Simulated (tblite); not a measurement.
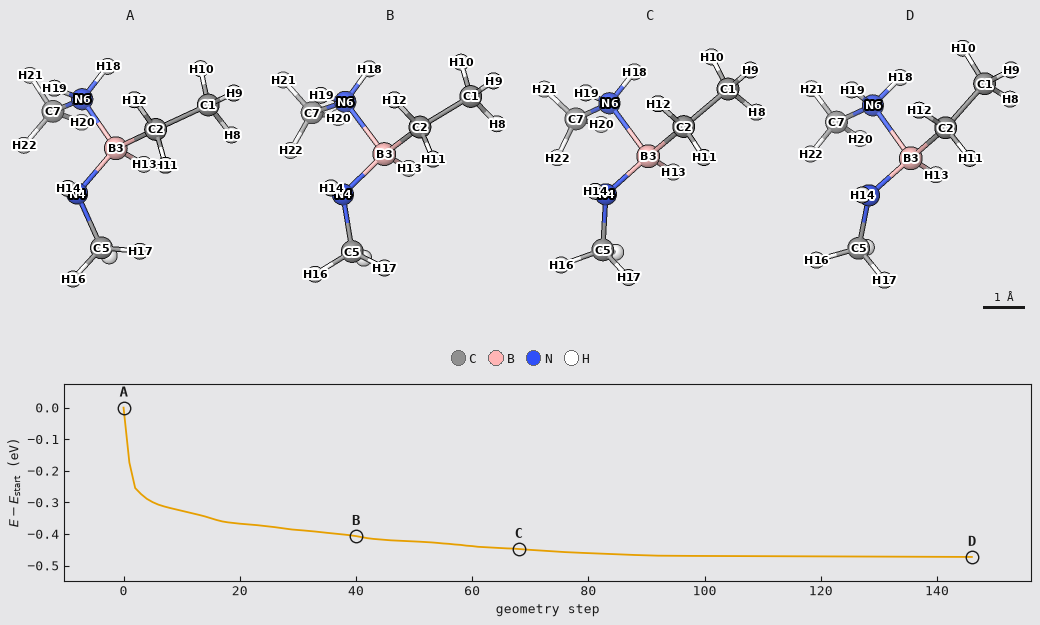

Frames of a relaxation of C4H15BN2, marked on the history of the run. The picture is a ball-and-stick view, seen at a tilt.

Level of theory: GFN2-xTB geometry optimisation, gas phase (tblite 0.8.0). 

### What happens along the run?

Over 146 geometry steps the energy falls by 0.473 eV. The largest move after the best rigid fit is that of an H atom, 1.18 Å. By element the largest moves are H 1.18 Å, C 0.60 Å, B 0.46 Å, N 0.34 Å. Near-neighbour distances that change, for instance: B–N 1.543 → 1.757 Å, B–N 1.549 → 1.471 Å, C–N 1.480 → 1.441 Å, C–H 1.123 → 1.088 Å. Among the angles between lasting bonds that change: B–N–C 111.5° → 123.7°, C–B–H 108.2° → 115.9°, N–B–H 109.7° → 102.4°. Groups turn about B–C by about 25°. The run took 3.1 s on 1 thread of Intel(R) Xeon(R) Processor @ 2.50GHz (shared host). From step 0 to 40: an H atom moves most (0.56 Å), energy −0.407 eV. From step 40 to 68: H atoms move most (0.50 Å), energy −0.041 eV. From step 68 to 146: an H atom moves most (0.43 Å), energy −0.025 eV.

```json
{"step": "0", "E − E(0), eV": "0.0000"}
{"step": "1", "E − E(0), eV": "-0.1736"}
{"step": "2", "E − E(0), eV": "-0.2545"}
{"step": "3", "E − E(0), eV": "-0.2734"}
{"step": "4", "E − E(0), eV": "-0.2885"}
{"step": "5", "E − E(0), eV": "-0.2991"}
{"step": "6", "E − E(0), eV": "-0.3071"}
{"step": "7", "E − E(0), eV": "-0.3128"}
{"step": "8", "E − E(0), eV": "-0.3177"}
{"step": "9", "E − E(0), eV": "-0.3220"}
{"step": "10", "E − E(0), eV": "-0.3264"}
{"step": "17", "E − E(0), eV": "-0.3602"}
{"step": "24", "E − E(0), eV": "-0.3740"}
{"step": "31", "E − E(0), eV": "-0.3888"}
{"step": "39", "E − E(0), eV": "-0.4040"}
{"step": "46", "E − E(0), eV": "-0.4200"}
{"step": "53", "E − E(0), eV": "-0.4266"}
{"step": "60", "E − E(0), eV": "-0.4383"}
{"step": "67", "E − E(0), eV": "-0.4461"}
{"step": "74", "E − E(0), eV": "-0.4552"}
{"step": "82", "E − E(0), eV": "-0.4623"}
{"step": "89", "E − E(0), eV": "-0.4670"}
{"step": "96", "E − E(0), eV": "-0.4693"}
{"step": "103", "E − E(0), eV": "-0.4697"}
{"step": "110", "E − E(0), eV": "-0.4699"}
{"step": "117", "E − E(0), eV": "-0.4704"}
{"step": "125", "E − E(0), eV": "-0.4711"}
{"step": "132", "E − E(0), eV": "-0.4713"}
{"step": "139", "E − E(0), eV": "-0.4720"}
{"step": "146", "E − E(0), eV": "-0.4726"}
```
